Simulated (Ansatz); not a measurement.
```yaml
atoms:
  - { symbol: C, position_ang: [0.4306, -0.5750, 0.0863] }
  - { symbol: Al, position_ang: [0.5085, 1.4786, 0.2722] }
  - { symbol: H, position_ang: [1.2976, -1.0332, -0.4209] }
  - { symbol: H, position_ang: [0.3408, -1.0457, 1.0865] }
  - { symbol: H, position_ang: [-0.4801, -0.8742, -0.4717] }
  - { symbol: H, position_ang: [-0.9878, 1.5997, 1.0718] }
```

Geometry: PBE0-D3(BJ)/def2-SVPD; the highest occupied orbital lies above zero, a sign that basis and functional describe the outermost electron poorly.

Computed with isolated molecule in a Gaussian basis; Kohn-Sham density functional theory, functional PBE0 in Ansatz 0.2.0.

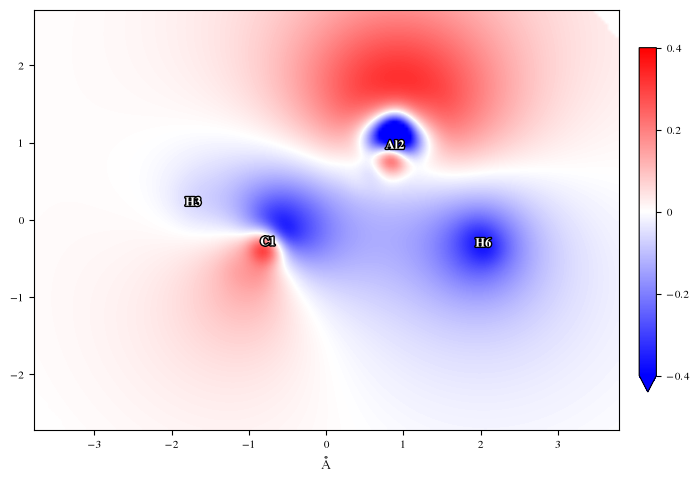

CH₄Al (charge −1). The HOMO on the plane of atoms Al2, C1 and H3 (values in Å⁻³ᐟ²; the overall sign is arbitrary).

What is the character of this orbital?

Answer. Its weight (Hirshfeld) is mainly on Al2 (about 80 %), H6 (about 10 %) and C1 (about 10 %). Its energy is 0.58 eV.
